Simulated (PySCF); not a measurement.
Consider C₆H₇B (SMILES C#CC1=CCBC1).

Input file:

```
{"job": {"kind": "nmr", "xc": "PBE0", "basis": "pcSseg-1"}, "charge": 0, "multiplicity": 1}
C      3.122835    -0.787517    -0.081644
C      1.951955    -0.528932    -0.160814
C      0.584544    -0.196375    -0.209047
C     -0.289504    -0.582539    -1.141456
C     -1.675448    -0.054359    -0.912283
B     -1.542517     0.793212     0.412470
C     -0.034681     0.679185     0.857494
H      4.143113    -1.025330    -0.028977
H     -0.049249    -1.208622    -1.985858
H     -2.013337     0.528803    -1.775103
H     -2.395595    -0.875329    -0.833303
H     -2.389018     1.384800     0.955191
H      0.483047     1.641709     0.910565
H      0.103176     0.230821     1.846146
```

Command:

```sh
OMP_NUM_THREADS=1 python probes_run.py task.json out
```

Geometry: GFN2-xTB.

Computed with PBE0/pcSseg-1, SCF density, gas phase, non-relativistic in PySCF.

### Predict the electron density and electron localisation function between the atoms.

C–C (1.20 Å): the density is about 2.7 e/Å³ at the midpoint; the ELF peaks at about 0.85 between the atoms; a short, multiple covalent bond.
C–B (1.58 Å): the density is about 1.4 e/Å³ at the midpoint; the ELF peaks at about 1 between the atoms; a covalent bond.
C–H (1.05 Å): ρ at the midpoint is about 2.1 e/Å³; the ELF climbs to about 1 towards the hydrogen, as it does in any bond to H (a covalent bond by its length).
C–C (1.34 Å): ρ is about 2.3 e/Å³ halfway; the ELF peaks at about 0.90 between the atoms; a short, multiple covalent bond.

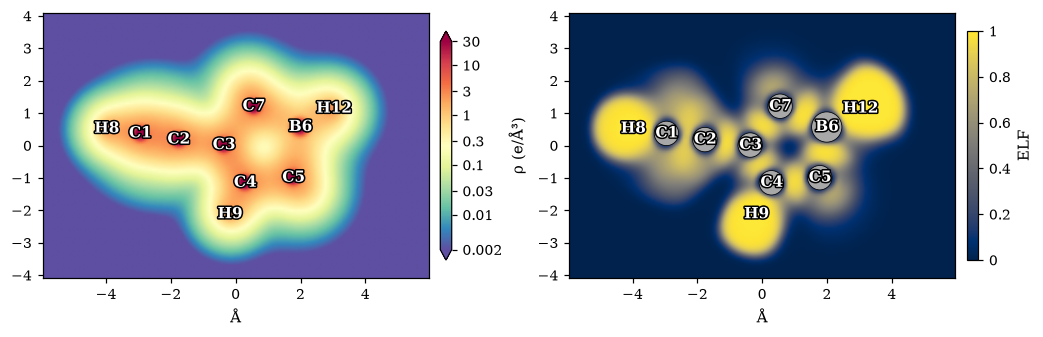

Computed electron density and electron localisation function on the plane of atoms C2, C3 and C4, in this order. Grey discs cover the atomic cores in the ELF map. 
